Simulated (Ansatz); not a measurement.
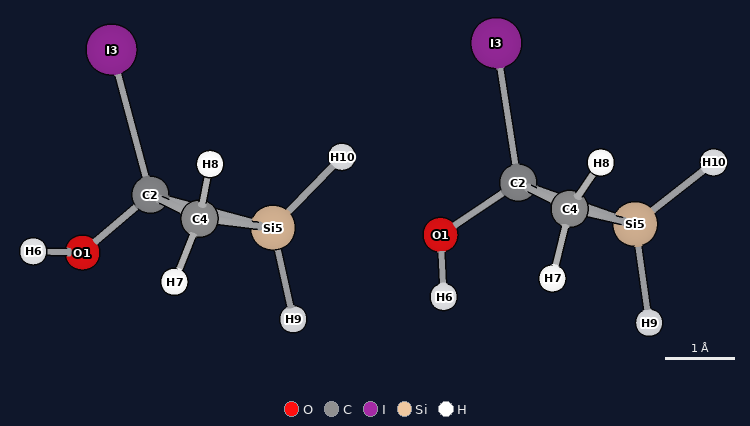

Two geometries of C2H5IOSi, drawn at one scale. One is the start of a relaxation, the other its converged end. Style: ball-and-stick. Shown face on.

Level of theory: Ansatz 0.2.0, RHF/def2-SVP. (no spin polarisation; force threshold 0.015 eV/Å; at most 40 steps)

> Which one is relaxed?

The left one is the relaxed one. The run prepares an end point of a later path (torsion) calculation, from a guessed geometry. The energy falls by 23.8 kcal/mol in 16 accepted moves (18 points after the start). The largest force component goes from 2.9 to 0.011 eV/Å. The line search rejected the trial steps at points 5, 11 of the run. The largest move after the best rigid fit is that of H6, 0.88 Å. Largest moves by element: H 0.88 Å, O 0.39 Å, Si 0.25 Å, C 0.21 Å, I 0.17 Å. Some distances before and after: C2–I3 2.067 → 2.193 Å, C2–C4 1.461 → 1.539 Å, C4–H7 1.128 → 1.088 Å, O1–C2 1.398 → 1.361 Å. Among the angles between lasting bonds that change: C4–Si5–H10 104.0° → 120.2°, C4–Si5–H9 107.5° → 118.8°, Si5–C4–H7 109.4° → 118.4°. Groups turn about O1–C2 by about 100°. The run took 41 s on 2 threads of AMD EPYC 7B13 (Zen 3), with other jobs on the host, peak memory 0.29 GiB.
